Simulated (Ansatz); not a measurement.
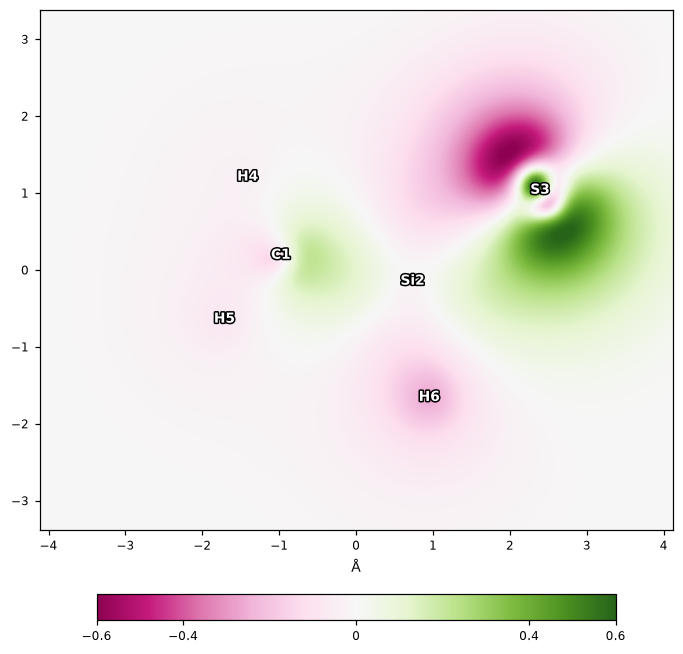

Figure. CH3SSi (SMILES [CH2-][SiH]=S) (charge −1). The HOMO−1 on the molecular plane (values in Å⁻³ᐟ²; the overall sign is arbitrary).

The highest occupied orbital lies above zero, a sign that basis and functional describe the outermost electron poorly.

The calculation used Ansatz 0.2.0, RKS PBE-D4/def2-SVP.

```csv
atom,x (Å),y (Å),z (Å)
C,-0.6179,0.0031,-0.7821
Si,0.4200,0.0572,0.6239
S,0.4263,1.1808,2.3176
H,-1.4961,0.6565,-0.9222
H,-0.4146,-0.7142,-1.5981
H,1.5283,-0.9880,0.4705
```

Question: What is the character of this orbital?

Answer: Its weight (Hirshfeld) is mainly on S3 (about 80 %); it is symmetric in the molecular plane (an in-plane orbital: σ, lone-pair or in-plane π type); largely a lone pair of S3. Its energy is 0.23 eV.
